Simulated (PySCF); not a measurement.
**HPS (SMILES P=S): density, localisation and related maps**

```xyz
3

P    -0.2395    0.6769    0.0017
S     1.3930   -0.3349   -0.0202
H    -1.2379   -0.3653   -0.0226
```

Geometry: PBE0-D3(BJ)/def2-TZVP.

Theory: PBE0/pcSseg-2, SCF density, gas phase, non-relativistic (PySCF 2.14.0).

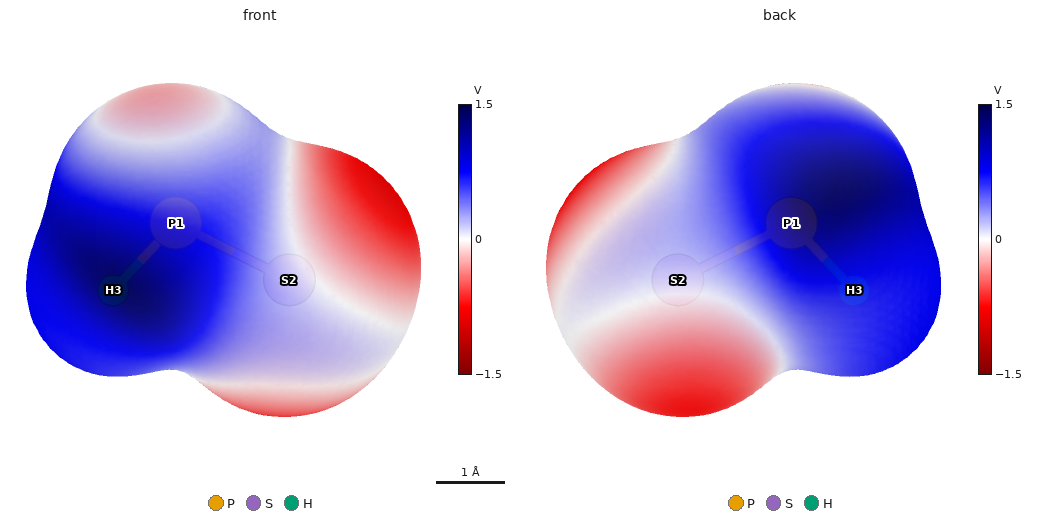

Figure 1. The electrostatic potential painted on the density surface at 0.002 e/bohr³, seen from the front and from behind; the colour scale runs from red (negative) to blue (positive).

> Where is the surface potential most negative and most positive?

The most negative region (about −0.8 V, or −18 kcal/mol for a unit charge) lies over S2, the most positive (about +1.4 V, or +32 kcal/mol for a unit charge) over P1.

> What dipole moment does the calculation give?

Its dipole moment is 1.55 D.

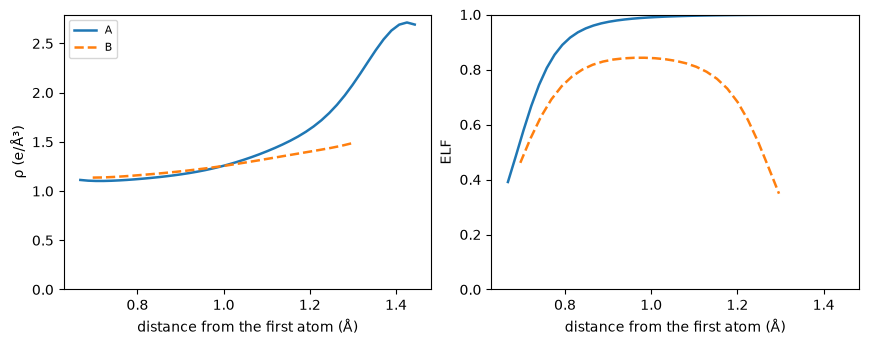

Figure 2. Total electron density and electron localisation function along straight lines between neighbouring atoms. The curves leave out the atomic cores.

> Which curve belongs to which contact (P–H and P–S)? The first atom named is at distance zero.

Curve A: P–H (1.44 Å): ρ at the midpoint is about 1.1 e/Å³; the ELF climbs to about 1 towards the hydrogen, as it does in any bond to H. Curve B: P–S (1.92 Å): ρ is about 1.2 e/Å³ halfway; the ELF peaks at about 0.85 between the atoms, as expected for localised, covalent bonding.
